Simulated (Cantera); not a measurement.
Input: 1 mol SiH₄, 0.0067 mol C₂H₂, 170 mol H₂, held at 0.140 bar.

Equilibrium computed with Cantera from the NASA thermochemical tables; the gas is ideal and each condensed phase is pure. Candidate condensed phases: C, C₆H₆, C₇H₈, C₈H₁₈, Si, SiC; 87 gas species. Mutual solubility and eutectic melting of coexisting phases are not modelled. Gases not in the tables: Si₂H₆ and higher silanes. Rates play no part.

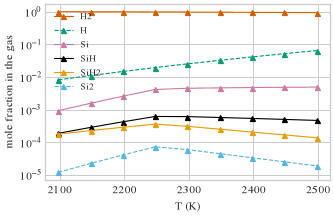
Equilibrium gas composition (values under 1e-9 drawn at 1e-9)

Read off the mole fractions at 2298 K.

H₂ about 0.97, H about 0.025, Si about 0.0045, SiH about 0.00061, SiH₂ about 0.00031, Si₂ about 6.0e-5.
